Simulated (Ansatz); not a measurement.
Bands of a (9,0) BN nanotube, along its axis.

All values below come from PBE (plane waves to 420 eV, PAW; Ansatz, an electronic-structure program). Mesh 1×1×8. No spin polarisation. Isolated but for its images some 11 Å away. An idealised model, rolled from the flat sheet. Symmetry and one short period hold its shape; lower forms weren't sought.

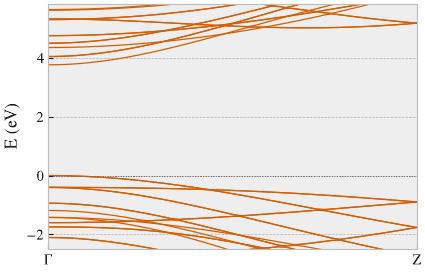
Fig. 1. Bands from the zone centre to the zone edge (period 4.34 Å); the dotted line marks the highest filled level

Is it a metal or a semiconductor at this level? Give what the bands show.

An insulator in PBE.
- PBE gap: 3.76 eV, direct at Γ
